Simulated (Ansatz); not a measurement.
System: NaRu.

Computed with Ansatz 0.2.0: a formula put on the sites of a structure type, uncorrected energy per atom over the elements' standard states (H N O F Cl as gases), plane-wave PAW DFT, cell and atoms relaxed at 0 K and 0 GPa, spin start parallel or as listed, metals to 4 meV/atom. Level: PBE, no spin polarisation.

- wave cutoff: 420 eV

The names give the starting types; a cell can relax into another structure.

Predict the formation energy of each starting structure type. The cases: CuAu (L1_0); zinc blende type; LiPd type.

The lowest is LiPd type, at 0.701 eV/atom; the next, CuAu (L1_0), is 0.064 eV/atom higher. In rising order: LiPd type (0.701), CuAu (L1_0) (0.765), zinc blende type (2.927), in eV/atom. The volume per atom, in Å³, is 16.86 for CuAu (L1_0), 28.85 for zinc blende type and 16.55 for LiPd type. The final space group number is 123 for CuAu (L1_0), 216 for zinc blende type and 187 for LiPd type.

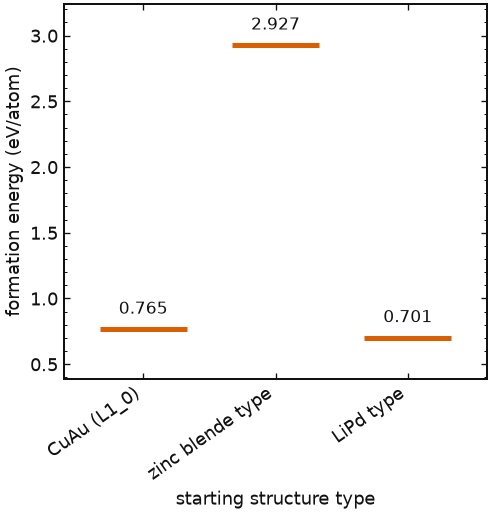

Keep in mind: no spin polarisation, a magnetic state may lie lower.
